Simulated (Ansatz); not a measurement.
**Ga6N7 zinc blende off disc (Ga6N7H24+): trial inputs and their diagnosis**

2 inputs were typed for Ga6N7 zinc blende off disc (Ga6N7H24+). Each is run as it stands; the log then has to tell whether the result can be used.

Program: Ansatz 0.2.0, Gaussian basis. Level of theory: the settings change from run to run. These are calculated values, not measurements.

**1. The relaxed structure**

An earlier PBE-D4/def2-SVP relaxation fixed the geometry.

37 atoms, charge 1, spin multiplicity 1.

Atoms are counted from 1 here; the program's logs count them from 0.

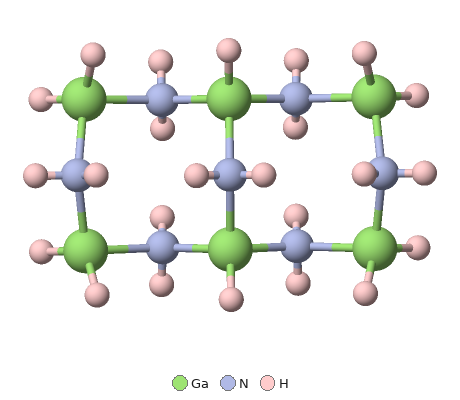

The structure; gallium green, nitrogen light blue, hydrogen pink.

**2. Try 1**

File in.yaml:

```yaml
crystal:
  periodic: [false, false, false]
  atoms:
    - {symbol: Ga, position_ang: [-3.699591, 1.161269, 0.033710]}
    - {symbol: Ga, position_ang: [1.148347, -3.746973, 0.043422]}
    - {symbol: Ga, position_ang: [-1.244677, -1.271460, 0.230022]}
    - {symbol: Ga, position_ang: [1.239286, 1.290089, 0.288840]}
    - {symbol: Ga, position_ang: [-1.216527, 3.738059, 0.006269]}
    - {symbol: Ga, position_ang: [3.747771, -1.170772, 0.086367]}
    - {symbol: N, position_ang: [-2.358558, -0.086322, -0.933630]}
    - {symbol: N, position_ang: [-2.553967, 2.596413, 0.964528]}
    - {symbol: N, position_ang: [-0.107377, -2.403807, -0.865830]}
    - {symbol: N, position_ang: [2.603156, -2.623055, 0.934067]}
    - {symbol: N, position_ang: [0.135306, 2.397944, -0.895582]}
    - {symbol: N, position_ang: [2.400000, 0.097078, -0.894431]}
    - {symbol: N, position_ang: [-0.032780, 0.020959, 1.115105]}
    - {symbol: H, position_ang: [-4.513100, 1.885149, -1.125860]}
    - {symbol: H, position_ang: [-4.261085, 0.188082, 1.218020]}
    - {symbol: H, position_ang: [1.902703, -4.524794, -1.138738]}
    - {symbol: H, position_ang: [0.328466, -4.327064, 1.207568]}
    - {symbol: H, position_ang: [-2.161553, -2.121841, 1.225571]}
    - {symbol: H, position_ang: [2.072549, 2.094913, 1.308340]}
    - {symbol: H, position_ang: [-1.912791, 4.408228, -1.173753]}
    - {symbol: H, position_ang: [-0.232672, 4.395868, 1.087299]}
    - {symbol: H, position_ang: [4.461880, -1.828122, -1.121881]}
    - {symbol: H, position_ang: [4.305322, -0.277860, 1.212186]}
    - {symbol: H, position_ang: [-3.046343, -0.697442, -1.409200]}
    - {symbol: H, position_ang: [-1.862224, 0.386066, -1.721202]}
    - {symbol: H, position_ang: [-3.337529, 3.305327, 1.129432]}
    - {symbol: H, position_ang: [-2.256061, 2.369697, 1.881397]}
    - {symbol: H, position_ang: [-0.679525, -3.037491, -1.408661]}
    - {symbol: H, position_ang: [0.428468, -1.919368, -1.690335]}
    - {symbol: H, position_ang: [2.284091, -2.258488, 1.891615]}
    - {symbol: H, position_ang: [3.277886, -3.288271, 1.186516]}
    - {symbol: H, position_ang: [-0.371598, 1.921919, -1.658158]}
    - {symbol: H, position_ang: [0.743071, 3.066343, -1.408613]}
    - {symbol: H, position_ang: [1.919803, -0.373254, -1.664320]}
    - {symbol: H, position_ang: [3.014449, 0.727279, -1.389308]}
    - {symbol: H, position_ang: [-0.587547, 0.566333, 1.780904]}
    - {symbol: H, position_ang: [0.557237, -0.540827, 1.772481]}
basis:
  gaussian: {orbitals: STO-3G}
total_charge: 1
hamiltonian: {xc: {name: HF}}
correlation: {method: mp2, frozen_orbitals: {Ga: 0}}
scf: {omitted_lower_state_checks: [starts]}
```

On the command line:

```
$ ansatz run in.yaml --threads 2 --pin off --events-out ev --progress --plain --max-ram 20480MiB --backend cuda --devices 0, --max-vram 18GiB
```

The program printed:

```text
Functional definition: HF
  name "HF"
  cite "Fock, Z. Phys. 61, 126 (1930) doi:10.1007/BF01340294"
  parent pbe
  exchange = exact_x
  correlation = 0
these checks for a lower state are left out or cut short: starts
Error: "frozen_orbitals" has no count for N
```

Run time: 0.9 s. Hardware: 1 × H100 (card shared with other runs) with 2 threads of AMD EPYC 7R13, shared host; peak host memory 0.73 GiB.

What is wrong: The program refused the input. Frozen orbitals are typed for one element alone, and the program wants a count for each. Its coordinates are also moved off the relaxed structure (shortest distance 0.98 Å, against 1.03 Å), and have to be restored too. To mend it, leave frozen_orbitals out, or give every element a count that its core really has.

**3. Try 2**

File in.yaml:

```yaml
crystal:
  periodic: [false, false, false]
  atoms:
    - {symbol: Ga, position_ang: [-7.056763, 2.200909, 0.108278]}
    - {symbol: Ga, position_ang: [2.201673, -7.058861, 0.063869]}
    - {symbol: Ga, position_ang: [-2.415313, -2.416083, 0.452743]}
    - {symbol: Ga, position_ang: [2.404173, 2.405927, 0.479342]}
    - {symbol: Ga, position_ang: [-2.217639, 7.065027, 0.022112]}
    - {symbol: Ga, position_ang: [7.063640, -2.215412, 0.075956]}
    - {symbol: N, position_ang: [-4.513833, -0.201495, -1.712464]}
    - {symbol: N, position_ang: [-4.862679, 4.887688, 1.763057]}
    - {symbol: N, position_ang: [-0.204182, -4.500029, -1.730311]}
    - {symbol: N, position_ang: [4.870308, -4.879389, 1.766989]}
    - {symbol: N, position_ang: [0.218485, 4.499863, -1.720185]}
    - {symbol: N, position_ang: [4.515130, 0.214858, -1.698151]}
    - {symbol: N, position_ang: [-0.010257, -0.009513, 2.159641]}
    - {symbol: H, position_ang: [-8.498620, 3.556652, -2.105181]}
    - {symbol: H, position_ang: [-8.106084, 0.464769, 2.286828]}
    - {symbol: H, position_ang: [3.575211, -8.460128, -2.164881]}
    - {symbol: H, position_ang: [0.459095, -8.149481, 2.216778]}
    - {symbol: H, position_ang: [-3.991668, -4.005559, 2.370010]}
    - {symbol: H, position_ang: [3.965919, 3.983106, 2.419180]}
    - {symbol: H, position_ang: [-3.604403, 8.405245, -2.236290]}
    - {symbol: H, position_ang: [-0.488769, 8.218376, 2.152982]}
    - {symbol: H, position_ang: [8.449335, -3.584619, -2.165364]}
    - {symbol: H, position_ang: [8.171597, -0.490872, 2.234296]}
    - {symbol: H, position_ang: [-5.750012, -1.368154, -2.676190]}
    - {symbol: H, position_ang: [-3.570844, 0.731892, -3.135614]}
    - {symbol: H, position_ang: [-6.212212, 6.237911, 2.199234]}
    - {symbol: H, position_ang: [-4.260706, 4.322128, 3.529084]}
    - {symbol: H, position_ang: [-1.373341, -5.729413, -2.699728]}
    - {symbol: H, position_ang: [0.724745, -3.546562, -3.149403]}
    - {symbol: H, position_ang: [4.285613, -4.296593, 3.533222]}
    - {symbol: H, position_ang: [6.216854, -6.232631, 2.203079]}
    - {symbol: H, position_ang: [-0.686405, 3.547051, -3.155366]}
    - {symbol: H, position_ang: [1.403727, 5.729182, -2.670215]}
    - {symbol: H, position_ang: [3.574458, -0.696181, -3.137447]}
    - {symbol: H, position_ang: [5.751848, 1.396802, -2.642655]}
    - {symbol: H, position_ang: [-1.090521, 1.061627, 3.381315]}
    - {symbol: H, position_ang: [1.062439, -1.088057, 3.381470]}
basis:
  gaussian: {orbitals: cc-pVDZ}
total_charge: 1
hamiltonian: {xc: {name: B97}}
scf: {lower_state_search: off}
output: {forces: true}
```

The command is unchanged.

The program printed (excerpt; [...] marks lines left out):

```text
Functional definition: B97
  name "B97"
  cite "Becke, J. Chem. Phys. 107, 8554 (1997) doi:10.1063/1.475007"
[...]
      + integral(e_c_pw_opposite_spin*poly(b97_u_opposite, cos0, cos1, cos2))
[...]
3927 factors; integrals over basis functions are off by at most 9.4e-4 eV
[...]
mean field -324957.46159912 eV, -11941.9664496892 hartree, gradient 2.6e-6 eV, S^2 0.000000; 0 other end points of the search recorded, 0 dependent functions left out
[...]
reference -324957.46169920 eV, -11941.9664533669 hartree; 129, 129 occupied and 251, 251 virtual orbitals, 3927 factors
Total energy: -324957.46169920 eV, -11941.9664533669 hartree
Atom 0 at    -7.056763     2.200909     0.108278 Å, force    -0.511152    -0.004738     0.031585 eV/Å
Atom 1 at     2.201673    -7.058861     0.063869 Å, force    -0.001739    -0.512018     0.025424 eV/Å
[...]
Atom 29 at     4.285613    -4.296593     3.533222 Å, force     1.232323    -1.229581    -3.207958 eV/Å
Atom 30 at     6.216854    -6.232631     2.203079 Å, force    -2.514866     2.526930    -0.595808 eV/Å
Atom 31 at    -0.686405     3.547051    -3.155366 Å, force     1.838173     1.888883     2.533102 eV/Å
Atom 32 at     1.403727     5.729182    -2.670215 Å, force    -2.250461    -2.382970     1.557964 eV/Å
Atom 33 at     3.574458    -0.696181    -3.137447 Å, force     1.867329     1.849138     2.540992 eV/Å
Atom 34 at     5.751848     1.396802    -2.642655 Å, force    -2.394937    -2.245423     1.547052 eV/Å
Atom 35 at    -1.090521     1.061627     3.381315 Å, force     2.097764    -2.081843    -2.088039 eV/Å
Atom 36 at     1.062439    -1.088057     3.381470 Å, force    -2.085070     2.094242    -2.088334 eV/Å
Dipole moment:     0.000375     0.000229    -0.166012 e Å
Checks for a lower state left out: stability, starts, cluster_reference, orbital_swaps, neighbouring_geometries, increment
```

Wall time 9.5 s (1 × H100 (card shared with other runs) with 2 threads of AMD EPYC 7R13, shared host); peak host memory 1.8 GiB.

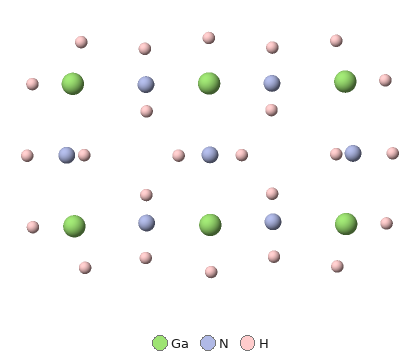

The geometry of this input.

Diagnosis: It ended without an error, which proves nothing about the input. The coordinates are in bohr but typed as ångström. The shortest distance is 1.95 Å (N7–H25), against 1.03 Å in the relaxed molecule. Its energy is no property of the relaxed molecule. To mend it, take the coordinates from the file in ångström.

**4. Summary**

```
try        level      ended                                                                                    cause   time
  1   MP2/STO-3G    refused  frozen orbitals are typed for one element alone, and the program wants a count for each  0.9 s
  2  B97/cc-pVDZ  converged                                        the coordinates are in bohr but typed as ångström  9.5 s
```

1 refused, 1 converged. A refusal costs next to no computing time. The dangerous case is the input that converges on a wrong geometry, charge, spin, basis or grid: often only a look at the input shows it.
